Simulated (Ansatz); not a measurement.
# C3HN3O3Si: small, medium and large basis sets

How large a basis does C3HN3O3Si need? Two functionals are run in growing sets.

Program: Ansatz 0.2.0, Gaussian basis. Level of theory: one geometry, several basis sets. These are calculated values, not measurements.

Levels to be run: PBE0-D4/def2-SVP; ωB97M-V/def2-SVP; PBE0-D4/def2-QZVPP; ωB97M-V/def2-QZVPP; the functionals' def2-TZVPP values are taken from earlier runs.

### 1 Structure used throughout

All runs share one geometry, relaxed beforehand with PBE0-D4 in a triple-zeta def2 set.

SMILES `O=C=N[SiH](N=C=O)N=C=O`, 11 atoms, charge 0, spin multiplicity 1.

Atoms are counted from 1 here; the program's logs count them from 0.

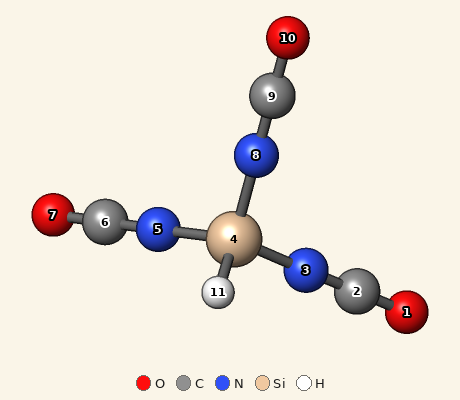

The geometry (oxygen red, carbon grey, nitrogen blue, silicon light orange, hydrogen white); atoms are numbered from 1 in the order of the file.

Geometry (Å):

```xyz
11
charge 0, multiplicity 1
O    -3.01935   -0.40030    2.36563
C    -2.00107   -0.30211    1.81580
N    -0.95270   -0.20151    1.25556
Si    0.51745   -0.06103    0.44036
N     0.58063    1.44044   -0.32596
C     0.61669    2.49839   -0.87593
O     0.65518    3.52953   -1.40897
N     0.62091   -1.27805   -0.72320
C     0.67907   -2.13250   -1.55362
O     0.73979   -2.96612   -2.36000
H     1.62872   -0.18364    1.39082
```

### 2 PBE0-D4 in def2-SVP

Input file in.yaml:

```yaml
crystal:
  periodic: [false, false, false]
  atoms:
    - {symbol: O, position_ang: [-3.019354, -0.400298, 2.365628]}
    - {symbol: C, position_ang: [-2.001065, -0.302109, 1.815802]}
    - {symbol: N, position_ang: [-0.952701, -0.201514, 1.255564]}
    - {symbol: Si, position_ang: [0.517449, -0.061030, 0.440360]}
    - {symbol: N, position_ang: [0.580627, 1.440437, -0.325961]}
    - {symbol: C, position_ang: [0.616685, 2.498394, -0.875929]}
    - {symbol: O, position_ang: [0.655178, 3.529534, -1.408974]}
    - {symbol: N, position_ang: [0.620907, -1.278049, -0.723201]}
    - {symbol: C, position_ang: [0.679069, -2.132500, -1.553617]}
    - {symbol: O, position_ang: [0.739791, -2.966123, -2.359995]}
    - {symbol: H, position_ang: [1.628716, -0.183643, 1.390823]}
basis:
  gaussian: {orbitals: def2-SVP}
hamiltonian: {xc: pbe0, dispersion: d4}
output: {orbitals: {seedname: orbitals}}
```

The run is started by

```bash
ansatz run in.yaml --threads 2 --pin off --events-out ev --progress --plain --max-ram 22528MiB --backend cpu
```

Standard output:

```text
Functional definition: PBE0
  name "PBE0"
  cite "Adamo & Barone, J. Chem. Phys. 110, 6158 (1999) doi:10.1063/1.478522"
  cite "Perdew, Burke & Ernzerhof, Phys. Rev. Lett. 77, 3865 (1996) doi:10.1103/PhysRevLett.77.3865"
  parent pbe
  parameter a = 0.25
  parameter kappa = 0.804
  parameter beta = 0.06672455060314922
  exchange = (1 - a)*pbe_x(kappa = kappa, mu = beta*pi^2/3) + a*exact_x
  correlation = pbe_c(beta = beta)
1465 factors; integrals over basis functions are off by at most 9.9e-4 eV
mean field evaluation 1: about -21576.7453 eV, gradient 7.8e1 eV
mean field evaluation 2: about -21569.5619 eV, gradient 1.0e2 eV
mean field evaluation 4: about -21587.5954 eV, gradient 2.2e0 eV
mean field evaluation 8: about -21587.9931 eV, gradient 1.3e0 eV
mean field evaluation 16: about -21587.9961 eV, gradient 8.9e-5 eV
mean field -21587.99607739 eV, -793.3442229747 hartree, gradient 1.5e-5 eV, S^2 0.000000; 0 other end points of the search recorded, 0 dependent functions left out
reference -21587.99610074 eV, -793.3442238327 hartree; 39, 39 occupied and 110, 110 virtual orbitals, 1465 factors
Total energy: -21588.26952301 eV, -793.3542719159 hartree
```

Run time: 2.9 s. Hardware: 2 threads of AMD EPYC 7R13, shared host; peak memory 0.77 GiB.

### 3 ωB97M-V in def2-SVP

Edit in.yaml of step 2 so:

```diff
@@ -16,3 +16,3 @@
   gaussian: {orbitals: def2-SVP}
-hamiltonian: {xc: pbe0, dispersion: d4}
+hamiltonian: {xc: {name: wB97M-V}}
 output: {orbitals: {seedname: orbitals}}
```

Same command.

Standard output, cut to the lines that bear on the results:

```text
Functional definition: wB97M-V
  name "wB97M-V"
  cite "Mardirossian & Head-Gordon, J. Chem. Phys. 144, 214110 (2016) doi:10.1063/1.4952647"
  cite "Becke, J. Chem. Phys. 107, 8554 (1997) doi:10.1063/1.475007"
  cite "Vydrov & Van Voorhis, J. Chem. Phys. 133, 244103 (2010) doi:10.1063/1.3521275"
  # Of w^i u^j: cxij and so on, Table III.
[...]
  gx(w, u) = 1 - cx + cx01*u + cx10*w
  gss(w, u) = css00 + css04*u^4 + css10*w + css20*w^2 + css43*w^4*u^3
  gos(w, u) = cos00 + cos10*w + (cos20 + cos21*u)*w^2 + (cos60 + cos61*u)*w^6
[...]
      + integral(e_c_pw_mod_opposite_spin*gos(b97_w_opposite, b97_u_opposite)) + vv10(b, c)
1465 factors; integrals over basis functions are off by at most 9.9e-4 eV
332 factors; integrals over basis functions are off by at most 6.2e-6 eV
[...]
mean field -21602.23640146 eV, -793.8675452318 hartree, gradient 8.2e-5 eV, S^2 0.000000; 0 other end points of the search recorded, 0 dependent functions left out
reference -21602.23643850 eV, -793.8675465930 hartree; 39, 39 occupied and 110, 110 virtual orbitals, 1465 factors
Total energy: -21602.23643850 eV, -793.8675465930 hartree
```

Run time: 9 s. Hardware: 2 threads of AMD EPYC 7R13, shared host; peak memory 0.77 GiB.

### 4 PBE0-D4 in def2-QZVPP

Edit in.yaml of step 3 so:

```diff
@@ -15,4 +15,4 @@
 basis:
-  gaussian: {orbitals: def2-SVP}
-hamiltonian: {xc: {name: wB97M-V}}
+  gaussian: {orbitals: "def2-QZVPP.json"}
+hamiltonian: {xc: pbe0, dispersion: d4}
 output: {orbitals: {seedname: orbitals}}
```

The run is started by

```bash
ansatz run in.yaml --threads 2 --pin off --events-out ev --progress --plain --max-ram 22528MiB --backend cuda --devices 0, --max-vram 18GiB
```

Standard output:

```text
Functional definition: PBE0
  name "PBE0"
  cite "Adamo & Barone, J. Chem. Phys. 110, 6158 (1999) doi:10.1063/1.478522"
  cite "Perdew, Burke & Ernzerhof, Phys. Rev. Lett. 77, 3865 (1996) doi:10.1103/PhysRevLett.77.3865"
  parent pbe
  parameter a = 0.25
  parameter kappa = 0.804
  parameter beta = 0.06672455060314922
  exchange = (1 - a)*pbe_x(kappa = kappa, mu = beta*pi^2/3) + a*exact_x
  correlation = pbe_c(beta = beta)
1987 factors; their error is unknown
mean field evaluation 1: about -21593.4396 eV, gradient 9.4e1 eV
mean field evaluation 2: about -21583.0133 eV, gradient 1.2e2 eV
mean field evaluation 4: about -21607.4791 eV, gradient 1.0e1 eV
mean field evaluation 8: about -21607.7002 eV, gradient 2.9e-1 eV
mean field evaluation 16: about -21607.7003 eV, gradient 2.1e-5 eV
mean field -21607.70027166 eV, -794.0683387583 hartree, gradient 2.1e-5 eV, S^2 0.000000; 0 other end points of the search recorded, 0 dependent functions left out
reference -21607.70031550 eV, -794.0683403694 hartree; 39, 39 occupied and 574, 574 virtual orbitals, 1987 factors
Total energy: -21607.97373778 eV, -794.0783884526 hartree
```

It took 2.6 s on 1 × H100 (card shared with other runs) with 2 threads of AMD EPYC 7R13, shared host; peak host memory 1.2 GiB.

### 5 ωB97M-V in def2-QZVPP

Edit in.yaml of step 4 so:

```diff
@@ -16,3 +16,3 @@
   gaussian: {orbitals: "def2-QZVPP.json"}
-hamiltonian: {xc: pbe0, dispersion: d4}
+hamiltonian: {xc: {name: wB97M-V}}
 output: {orbitals: {seedname: orbitals}}
```

Launched as before.

Standard output, cut to the lines that bear on the results:

```text
Functional definition: wB97M-V
  name "wB97M-V"
  cite "Mardirossian & Head-Gordon, J. Chem. Phys. 144, 214110 (2016) doi:10.1063/1.4952647"
  cite "Becke, J. Chem. Phys. 107, 8554 (1997) doi:10.1063/1.475007"
  cite "Vydrov & Van Voorhis, J. Chem. Phys. 133, 244103 (2010) doi:10.1063/1.3521275"
  # Of w^i u^j: cxij and so on, Table III.
[...]
  gx(w, u) = 1 - cx + cx01*u + cx10*w
  gss(w, u) = css00 + css04*u^4 + css10*w + css20*w^2 + css43*w^4*u^3
  gos(w, u) = cos00 + cos10*w + (cos20 + cos21*u)*w^2 + (cos60 + cos61*u)*w^6
[...]
      + integral(e_c_pw_mod_opposite_spin*gos(b97_w_opposite, b97_u_opposite)) + vv10(b, c)
1967 factors; their error is unknown
432 factors; integrals over basis functions are off by at most 9.8e-6 eV
[...]
mean field -21622.24092379 eV, -794.6026978678 hartree, gradient 2.7e-5 eV, S^2 0.000000; 0 other end points of the search recorded, 0 dependent functions left out
reference -21622.24099319 eV, -794.6027004184 hartree; 39, 39 occupied and 574, 574 virtual orbitals, 1967 factors
Total energy: -21622.24099319 eV, -794.6027004184 hartree
```

Run time: 3.9 s. Hardware: 1 × H100 (card shared with other runs) with 2 threads of AMD EPYC 7R13, shared host; peak host memory 1.3 GiB.

### 6 Functionals by basis

The def2-TZVPP values come from earlier runs at the same geometry.

```
functional       basis  functions  energy (eV)  from the largest (eV)  HOMO (eV)  LUMO (eV)
   PBE0-D4    def2-SVP        149  -21588.2695                 19.704      -8.85       0.00
   PBE0-D4  def2-TZVPP        335  -21606.9990                  0.975      -8.98      -0.29
   PBE0-D4  def2-QZVPP        613  -21607.9737                  0.000      -9.01      -0.37
   ωB97M-V    def2-SVP        149  -21602.2364                 20.005     -11.01       2.17
   ωB97M-V  def2-TZVPP        335  -21621.3554                  0.886     -11.17       1.68
   ωB97M-V  def2-QZVPP        613  -21622.2410                  0.000     -11.20       1.24
```

### 7 Summary of results

| quantity | value |
| --- | --- |
| PBE0-D4: double and triple zeta above quadruple | 19.70, 0.97 eV |
| ωB97M-V: double and triple zeta above quadruple | 20.00, 0.89 eV |

**Reading.** For PBE0-D4 the step from double to triple zeta gains 18.73 eV and the next only 0.97 eV. Total energies overstate the basis error of differences, where much of it tends to cancel. The LUMO of ωB97M-V is positive and keeps falling with the basis (2.17 to 1.24 eV): an unbound level that the basis holds in place.
